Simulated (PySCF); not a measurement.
The calculation's input:

```
mol = gto.M(atom='''
La    -0.00000    -0.00000    -0.00000
H      1.28048     1.28048     1.28048
H     -1.28048    -1.28048     1.28048
H      1.28048    -1.28048    -1.28048
H     -1.28048     1.28048    -1.28048''',
    basis={'La': 'lcecp-1-SVP', 'H': 'def2-SVP'},
    ecp={'La': 'lcecp-1-SVP'},
    charge=-1, spin=0)
mf = dft.RKS(mol, xc='PBE0')
mf.grids.atom_grid = (75, 302)  # f atoms: at least (60, 302), unpruned
mf = mf.density_fit()  # La AutoAux, H def2-universal-JKFIT
mf.conv_tol = 1e-09; mf.max_cycle = 55
mf.kernel(dm0)
```

Command:

```sh
OMP_NUM_THREADS=2 python run.py
```

Core potentials replace the inner electrons of La.

These are results of PySCF 2.14.0, RKS PBE0, La lcecp-1-SVP with ECP46, H def2-SVP; non-relativistic Hamiltonian with scalar-relativistic core potentials where named; density fitting, not measurements.

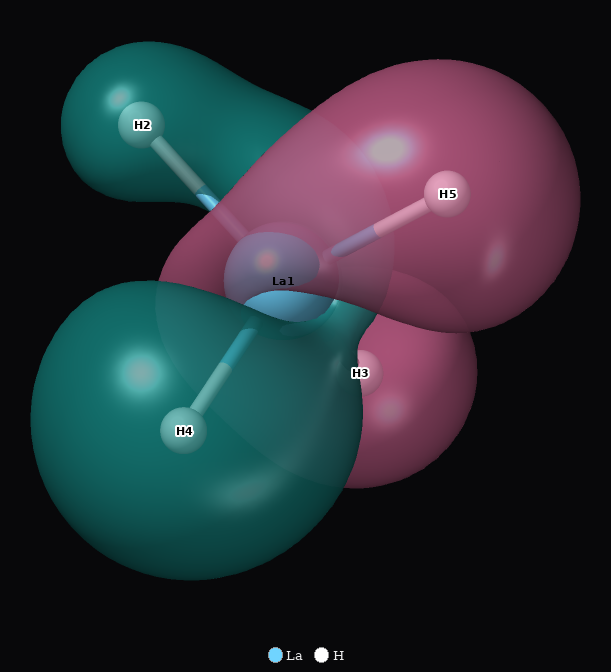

H$_{4}$La (charge −1). The HOMO at ±0.06 Å⁻³ᐟ² (teal and pink are the two phases), seen at a tilt.

Where does this orbital lie, and at what energy?

Answer. By Hirshfeld shares it lies mainly on La1 (about 35 %), H4 (about 30 %), H5 (about 15 %), H3 (about 10 %) and H2 (about 5 %). It is one of a degenerate set, so its orientation is arbitrary. Its energy is −2.15 eV.
